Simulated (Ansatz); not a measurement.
# CH₅AlBN: a spread of methods and bases, part 2 of 2

Ansatz 0.2.0, Gaussian basis; the settings change from run to run.

**9. B2GP-PLYP/aug-pcseg-2**

Set apart from the defaults: unrestricted orbitals, the search for lower states set to light.

File in.yaml:

```yaml
crystal:
  periodic: [false, false, false]
  atoms:
    - {symbol: B, position_ang: [-0.944843, 1.758714, -1.320269]}
    - {symbol: Al, position_ang: [-0.116623, 0.189856, -0.187687]}
    - {symbol: C, position_ang: [0.673192, -1.482391, 0.400475]}
    - {symbol: N, position_ang: [0.398256, -0.383059, 1.361252]}
    - {symbol: H, position_ang: [-0.254360, 2.556267, -1.884343]}
    - {symbol: H, position_ang: [-2.126102, 1.871514, -1.471041]}
    - {symbol: H, position_ang: [0.079138, -2.390778, 0.528332]}
    - {symbol: H, position_ang: [1.726232, -1.717369, 0.225376]}
    - {symbol: H, position_ang: [0.653710, -0.449154, 2.330906]}
basis:
  gaussian: {orbitals: aug-pcseg-2}
magnetization: {spin_polarized: true, initial_magnetization: 0}
hamiltonian: {xc: {name: B2GP-PLYP}}
scf: {lower_state_search: light}
output: {forces: true}
```

On the command line:

```
$ ansatz run in.yaml --threads 2 --pin off --events-out ev --progress --plain --max-ram 4352MiB
```

Output, cut to the lines that bear on the results:

```text
Functional definition: B2GP-PLYP
  name "B2GP-PLYP"
  cite "Karton, Tarnopolsky, Lamère, Schatz & Martin, J. Phys. Chem. A 112, 12868 (2008) doi:10.1021/jp801805p"
  cite "Becke, Phys. Rev. A 38, 3098 (1988) doi:10.1103/PhysRevA.38.3098"
  cite "Lee, Yang & Parr, Phys. Rev. B 37, 785 (1988) doi:10.1103/PhysRevB.37.785"
[...]
1841 factors; integrals over basis functions are off by at most 1.1e-3 eV
[...]
mean field -9866.51167220 eV, -362.5876161914 hartree, gradient 7.4e-6 eV, S^2 0.000000; 3 other end points of the search recorded, 0 dependent functions left out
8 core orbitals not correlated: weight in the atoms' cores, before any rotation towards them, 1.000 or more for the frozen orbitals, at most 0.000 for the correlated occupied ones
reference -9866.51182378 eV, -362.5876217619 hartree; 10, 10 occupied and 285, 285 virtual orbitals, 1841 factors
second order -17.34920609 eV of doubles, -0.00000000 eV of singles
[...]
Total energy: -9872.75753797 eV, -362.8171475250 hartree
Atom 0 at    -0.944843     1.758714    -1.320269 Å, force    -0.110818     0.193592    -0.174967 eV/Å
Atom 1 at    -0.116623     0.189856    -0.187687 Å, force     0.024231    -0.059093    -0.007330 eV/Å
Atom 2 at     0.673192    -1.482391     0.400475 Å, force     0.093872    -0.392840    -0.312311 eV/Å
Atom 3 at     0.398256    -0.383059     1.361252 Å, force     0.004509     0.209655     0.379343 eV/Å
Atom 4 at    -0.254360     2.556267    -1.884343 Å, force    -0.126349    -0.131316     0.106151 eV/Å
Atom 5 at    -2.126102     1.871514    -1.471041 Å, force     0.208387    -0.010145     0.031498 eV/Å
Atom 6 at     0.079138    -2.390778     0.528332 Å, force     0.124215     0.156306     0.015436 eV/Å
Atom 7 at     1.726232    -1.717369     0.225376 Å, force    -0.183477     0.034509     0.066376 eV/Å
Atom 8 at     0.653710    -0.449154     2.330906 Å, force    -0.034571    -0.000669    -0.104197 eV/Å
Dipole moment:    -0.112056     0.241885    -0.156422 e Å
```

Run time: 86 s. Hardware: 2 threads of Arm Neoverse V1, shared host; peak memory 1.6 GiB.

Largest force 0.511 eV/Å, dipole 1.48 D, ⟨S²⟩ 0.000.

**10. B97M-V/aug-cc-pVTZ**

Set apart from the defaults: finite nuclei.

Edit in.yaml of step 9 so:

```diff
@@ -13,6 +13,4 @@
 basis:
-  gaussian: {orbitals: aug-pcseg-2}
-magnetization: {spin_polarized: true, initial_magnetization: 0}
-hamiltonian: {xc: {name: B2GP-PLYP}}
-scf: {lower_state_search: light}
+  gaussian: {orbitals: aug-cc-pVTZ, nuclear_model: gaussian}
+hamiltonian: {xc: {name: B97M-V}}
 output: {forces: true}
```

The command is unchanged.

Output, cut to the lines that bear on the results:

```text
Functional definition: B97M-V
  name "B97M-V"
  cite "Mardirossian & Head-Gordon, J. Chem. Phys. 142, 074111 (2015) doi:10.1063/1.4907719"
  cite "Becke, J. Chem. Phys. 107, 8554 (1997) doi:10.1063/1.475007"
  cite "Vydrov & Van Voorhis, J. Chem. Phys. 133, 244103 (2010) doi:10.1063/1.3521275"
  # Of w^i u^j: cxij and so on, Table III.
[...]
  gx(w, u) = cx00 + cx01*u + cx02*u^2 + (cx10 + cx11*u)*w
  gss(w, u) = css00 + css02*u^2 + css10*w + (css32*w^3 + css42*w^4)*u^2
  gos(w, u) = cos00 + cos01*u + cos03*u^3 + cos10*w + cos32*w^3*u^2
[...]
      + integral(e_c_pw_mod_opposite_spin*gos(b97_w_opposite, b97_u_opposite)) + vv10(b, c)
1309 factors; their error is unknown
[...]
mean field -9879.19030096 eV, -363.0535472045 hartree, gradient 5.5e-5 eV, S^2 0.000000; 0 other end points of the search recorded, 0 dependent functions left out
[...]
reference -9879.19040590 eV, -363.0535510610 hartree; 18, 18 occupied and 285, 285 virtual orbitals, 1309 factors
Total energy: -9879.19040590 eV, -363.0535510610 hartree
Atom 0 at    -0.944843     1.758714    -1.320269 Å, force     0.032781    -0.045276     0.070727 eV/Å
Atom 1 at    -0.116623     0.189856    -0.187687 Å, force    -0.089073     0.172093    -0.119759 eV/Å
Atom 2 at     0.673192    -1.482391     0.400475 Å, force     0.098362    -0.207725    -0.011870 eV/Å
Atom 3 at     0.398256    -0.383059     1.361252 Å, force     0.006453     0.006487     0.173421 eV/Å
Atom 4 at    -0.254360     2.556267    -1.884343 Å, force    -0.075990    -0.072225     0.029038 eV/Å
Atom 5 at    -2.126102     1.871514    -1.471041 Å, force     0.108176    -0.002886    -0.008686 eV/Å
Atom 6 at     0.079138    -2.390778     0.528332 Å, force     0.103936     0.137755    -0.017402 eV/Å
Atom 7 at     1.726232    -1.717369     0.225376 Å, force    -0.167988     0.018268     0.038660 eV/Å
Atom 8 at     0.653710    -0.449154     2.330906 Å, force    -0.016657    -0.006492    -0.154130 eV/Å
Dipole moment:    -0.082227     0.187712    -0.106421 e Å
```

Wall time 25 s (2 threads of Arm Neoverse V1, shared host); peak memory 0.49 GiB.

Largest force 0.230 eV/Å, dipole 1.11 D.

**11. The runs in one table**

| level | charge | multiplicity | geometry | functions | energy (eV) | time |
| --- | --- | --- | --- | --- | --- | --- |
| B97M-V/cc-pVTZ-DK | 0 | 1 | shaken | 194 | -9890.827 | 13 s |
| wB97X/cc-pVTZ-DK | 0 | 1 | relaxed | 194 | -9892.976 | 11 s |
| PBE0-DH/x2c-TZVPPall | 0 | 1 | shaken, point charge | 205 | -9878.343 | 45 s |
| B2GP-PLYP/def2-TZVP | 0 | 1 | relaxed | 160 | -9872.578 | 15 s |
| B97M-V/cc-pVDZ | 1 | 2 | relaxed | 85 | -9869.323 | 68 s |
| rPW86-PBE/aug-cc-pVTZ | 0 | 1 | shaken | 303 | -9891.865 | 1.9 min |
| wB97M-V/aug-cc-pVDZ | 0 | 1 | relaxed | 141 | -9877.341 | 13 s |
| B2GP-PLYP/aug-pcseg-2 | 0 | 1 | relaxed | 303 | -9872.758 | 86 s |
| B97M-V/aug-cc-pVTZ | 0 | 1 | relaxed | 303 | -9879.190 | 25 s |

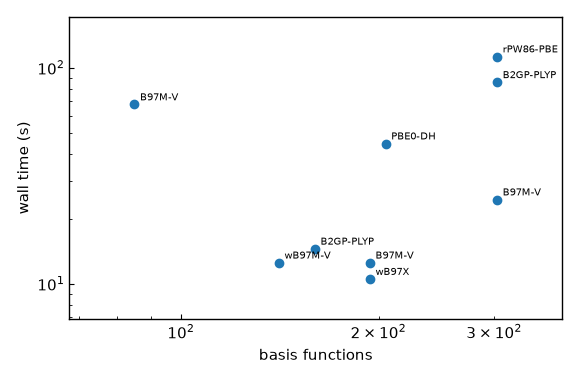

Wall time against the number of basis functions (shared host).

**12. Summary of results**

The summary covers parts 1 to 2.

```
                                         quantity                           value
                                             runs                               9
                                         quickest          wB97X/cc-pVTZ-DK, 11 s
                                          slowest  rPW86-PBE/aug-cc-pVTZ, 1.9 min
spread of total energies, same state and geometry                         20.4 eV
                  dipole, same state and geometry                  1.11 to 1.57 D
```

Run time spans a factor of 11, from wB97X/cc-pVTZ-DK to rPW86-PBE/aug-cc-pVTZ. The jobs differ in tasks and options as well as level. The totals spread over 20 eV; they can't be compared across methods or bases. Some of these runs are scalar-relativistic and others not, which shifts the totals of all-electron atoms past neon by eV; core potentials, where a basis has them, take the core out of the total altogether. At the PBE0-D4/def2-TZVP geometry and in the same state, runs without warnings or point charges leave forces up to 0.83 eV/Å (wB97M-V/aug-cc-pVDZ), against 10.3 eV/Å where the atoms were moved. At that geometry and state the dipole changes by 41 % between the lowest and highest value.
